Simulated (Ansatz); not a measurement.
**triplet GeH2S: levels of theory compared**

We compute a comparison of 6 runs (UB3LYP/STO-3G, UCAM-B3LYP/STO-3G, UHSE06/STO-3G, UBCCD(T)/STO-3G, UCCSDT(Q)/STO-3G, FCI/STO-3G) of triplet GeH2S. 

The results are computed with Ansatz 0.2.0.

51 further runs of the same task are left out: 3 that didn't finish, 48 set aside as unsound or not needed.

## (1) Starting point

GeH2S has 4 atoms, charge 0, and is taken as a triplet. As SMILES of the parent species, `[SH][GeH]`. The shape is that of a PBE0-D4/def2-TZVP optimisation. That shape belongs to the parent species and isn't relaxed for this state.

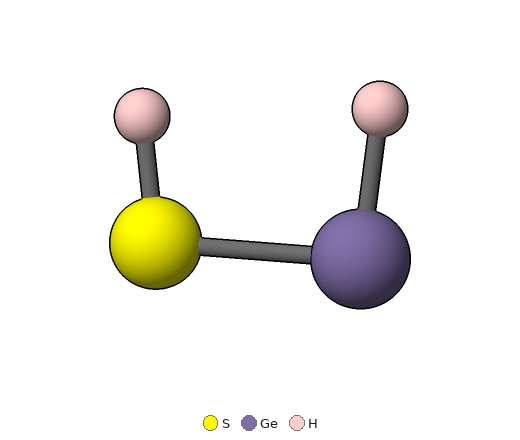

The structure, seen from a chosen angle (sulfur yellow, germanium purple, hydrogen pink).

## (2) The energy at UB3LYP/STO-3G (run 1)

molecule.yaml

```yaml
crystal:
  periodic: [false, false, false]
  atoms:
    - symbol: S
      position_ang: [-0.443300, -1.201800, 0.271700]
    - symbol: Ge
      position_ang: [-0.841700, 0.737900, -0.743600]
    - symbol: H
      position_ang: [0.779200, -0.962100, 0.771200]
    - symbol: H
      position_ang: [0.561200, 1.365900, -0.319400]
basis:
  gaussian:
    orbitals: STO-3G
magnetization:
  spin_polarized: true
  initial_magnetization: 2
hamiltonian:
  xc: {name: B3LYP}
accuracy: high
```

The run is started by

```
$ ansatz run molecule.yaml --threads 1 --pin off --max-ram 2610MiB --events-out events.jsonl --progress --plain --runs-dir runs
```

What it wrote:

```text
Warning: RAYON_NUM_THREADS=1 ignored (pool sized by the plan → 1); use --threads N
Functional definition: B3LYP
  name "B3LYP"
  parameter a0 = 0.2
  parameter ax = 0.72
  parameter ac = 0.81
  exchange = (1 - a0 - ax)*slater_x + ax*b88_x + a0*exact_x
  correlation = (1 - ac)*vwn_rpa_c + ac*lyp_c
422 factors; integrals over basis functions are off by at most 1.4e-8 eV
mean field evaluation 1: about -66597.7009 eV, gradient 3.6e1 eV
mean field evaluation 2: about -66597.7850 eV, gradient 3.3e1 eV
mean field evaluation 4: about -66610.0214 eV, gradient 3.7e0 eV
mean field evaluation 8: about -66610.4513 eV, gradient 1.1e-1 eV
mean field evaluation 16: about -66610.4416 eV, gradient 2.3e-3 eV
mean field evaluation 32: about -66610.4416 eV, gradient 5.0e-7 eV
mean field -66610.44156930 eV, -2447.8885774927 hartree, gradient 3.8e-8 eV, S^2 2.000935; 7 other end points of the search recorded, 0 dependent functions left out
reference -66610.44159646 eV, -2447.8885784910 hartree; 26, 24 occupied and 3, 5 virtual orbitals, 422 factors
Total energy: -66610.44159646 eV, -2447.8885784910 hartree
```

Run time: 4.8 s. Hardware: 1 thread of Arm Neoverse V1, shared host; peak memory 0.14 GiB.

## (3) The energy at UCAM-B3LYP/STO-3G (run 2)

in.yaml

```yaml
crystal:
  periodic: [false, false, false]
  atoms:
    - {symbol: S, position_ang: [-0.443300, -1.201800, 0.271700]}
    - {symbol: Ge, position_ang: [-0.841700, 0.737900, -0.743600]}
    - {symbol: H, position_ang: [0.779200, -0.962100, 0.771200]}
    - {symbol: H, position_ang: [0.561200, 1.365900, -0.319400]}
basis:
  gaussian:
    orbitals: STO-3G
total_charge: 0
magnetization:
  spin_polarized: true
  initial_magnetization: 2
hamiltonian:
  xc: {name: CAM-B3LYP}
accuracy: high
```

The run is started by

```
$ ansatz run in.yaml --threads 1 --pin off --max-ram 2610MiB --events-out events.jsonl --progress --plain --runs-dir runs
```

What it wrote (excerpt; [...] marks lines left out):

```text
Warning: RAYON_NUM_THREADS=1 ignored (pool sized by the plan → 1); use --threads N
Functional definition: CAM-B3LYP
  name "CAM-B3LYP"
[...]
422 factors; integrals over basis functions are off by at most 1.4e-8 eV
144 factors; integrals over basis functions are off by at most 1.2e-9 eV
[...]
mean field -66611.52051879 eV, -2447.9282281554 hartree, gradient 1.9e-8 eV, S^2 2.000829; 6 other end points of the search recorded, 0 dependent functions left out
reference -66611.52053201 eV, -2447.9282286410 hartree; 26, 24 occupied and 3, 5 virtual orbitals, 422 factors
Total energy: -66611.52053201 eV, -2447.9282286410 hartree
```

Wall time 5.1 s (1 thread of Arm Neoverse V1, shared host); peak memory 0.15 GiB.

Run 3 isn't shown in full; the table further down has it.

## (4) The energy at UBCCD(T)/STO-3G (run 4)

molecule.yaml

```yaml
basis:
  gaussian:
    orbitals: STO-3G
crystal:
  periodic: [false, false, false]
  atoms:
    - {symbol: S, position_ang: [-0.443300, -1.201800, 0.271700]}
    - {symbol: Ge, position_ang: [-0.841700, 0.737900, -0.743600]}
    - {symbol: H, position_ang: [0.779200, -0.962100, 0.771200]}
    - {symbol: H, position_ang: [0.561200, 1.365900, -0.319400]}
magnetization:
  spin_polarized: true
  initial_magnetization: 2
correlation:
  method: bccd_t
  frozen_orbitals: {Ge: 9, H: 0, S: 5}
accuracy: high
scf:
  omitted_lower_state_checks: [cluster_reference, increment]
```

The run is started by

```
$ ansatz run molecule.yaml --threads 1 --pin off --max-ram 2610MiB --events-out events.jsonl --progress --plain --runs-dir runs
```

What it wrote (excerpt; [...] marks lines left out):

```text
Warning: RAYON_NUM_THREADS=1 ignored (pool sized by the plan → 1); use --threads N
Functional definition: HF
  name "HF"
[...]
422 factors; integrals over basis functions are off by at most 1.4e-8 eV
[...]
mean field -66558.98516034 eV, -2445.9975893419 hartree, gradient 2.1e-8 eV, S^2 2.005103; 1 other end points of the search recorded, 0 dependent functions left out
14 core orbitals not correlated: weight in the atoms' cores, before any rotation towards them, 1.000 or more for the frozen orbitals, at most 0.000 for the correlated occupied ones
reference -66558.98516034 eV, -2445.9975893419 hartree; 12, 10 occupied and 3, 5 virtual orbitals, 422 factors
second order -1.14340848 eV of doubles, -0.00000000 eV of singles
cycle   1  -1.49521911 eV  change   -3.5e-1 eV  update   5.8e-2
[...]
cycle  26  -1.71263802 eV  change   -1.1e-9 eV  update   1.9e-9
perturbative correction -0.02196540 eV, -0.0008072137 hartree
Total energy: -66560.71976376 eV, -2446.0613348421 hartree
Checks for a lower state left out: cluster_reference, increment
```

Run time: 0.7 s. Hardware: 1 thread of Arm Neoverse V1, shared host.

Run 5 isn't shown in full; the table further down has it.

## (5) A single-point energy at FCI/STO-3G (run 6)

in.yaml

```yaml
crystal:
  periodic: [false, false, false]
  atoms:
    - symbol: S
      position_ang: [-0.443300, -1.201800, 0.271700]
    - symbol: Ge
      position_ang: [-0.841700, 0.737900, -0.743600]
    - symbol: H
      position_ang: [0.779200, -0.962100, 0.771200]
    - symbol: H
      position_ang: [0.561200, 1.365900, -0.319400]
basis:
  gaussian:
    orbitals: STO-3G
magnetization:
  spin_polarized: true
  initial_magnetization: 2
correlation:
  method: fci
  frozen_orbitals: {Ge: 9, H: 0, S: 5}
accuracy: high
```

The run is started by

```
$ ansatz run in.yaml --threads 1 --pin off --max-ram 2610MiB --events-out events.jsonl --progress --plain --runs-dir runs
```

What it wrote:

```text
Warning: RAYON_NUM_THREADS=1 ignored (pool sized by the plan → 1); use --threads N
[... 2 set-up lines as earlier in the session ...]
  exchange = exact_x
  correlation = 0
422 factors; integrals over basis functions are off by at most 1.4e-8 eV
mean field evaluation 1: about -66557.9562 eV, gradient 7.7e0 eV
mean field evaluation 2: about -66557.9947 eV, gradient 7.7e0 eV
mean field evaluation 4: about -66558.9176 eV, gradient 1.3e0 eV
mean field evaluation 8: about -66558.9860 eV, gradient 3.5e-4 eV
mean field evaluation 16: about -66557.2093 eV, gradient 1.3e0 eV
mean field -66558.98516034 eV, -2445.9975893419 hartree, gradient 2.1e-8 eV, S^2 2.005103; 1 other end points of the search recorded, 0 dependent functions left out
14 core orbitals not correlated: weight in the atoms' cores, before any rotation towards them, 1.000 or more for the frozen orbitals, at most 0.000 for the correlated occupied ones
reference -66558.96494315 eV, -2445.9968463738 hartree; 12, 10 occupied and 3, 5 virtual orbitals, 422 factors
state -66560.73095228 eV, -2446.0617460123 hartree
Total energy: -66560.73095228 eV, -2446.0617460123 hartree
```

Wall time 7.8 s (1 thread of Arm Neoverse V1, shared host); peak memory 0.2 GiB.

## (6) All runs side by side

```csv
run,level,frozen core orbitals,energy (Eh),⟨S²⟩,wall time
1,UB3LYP/STO-3G,–,-2447.888578,2.001,4.8 s
2,UCAM-B3LYP/STO-3G,–,-2447.928229,2.001,5.1 s
3,UHSE06/STO-3G,–,-2447.549112,2.002,5.1 s
4,UBCCD(T)/STO-3G,14,-2446.061335,2.005,0.7 s
5,UCCSDT(Q)/STO-3G,14,-2446.061754,2.005,2.8 s
6,FCI/STO-3G,14,-2446.061746,–,7.8 s
```

## (7) Summary of results

| quantity | value |
| --- | --- |
| run 6: total energy | -2446.06175 Eh |
| run 6: correlation energy (14 core orbitals frozen) | -64.9 mEh |

What this shows: Against full CI in this basis: UBCCD(T) +0.4 mEh; UCCSDT(Q) -0.0 mEh. Totals of different functionals can't be ranked against each other. In runs 1, 2, 3, 4, 5, 6 the basis is minimal, so the values are rough. All runs together took 26 s, the longest 7.8 s.
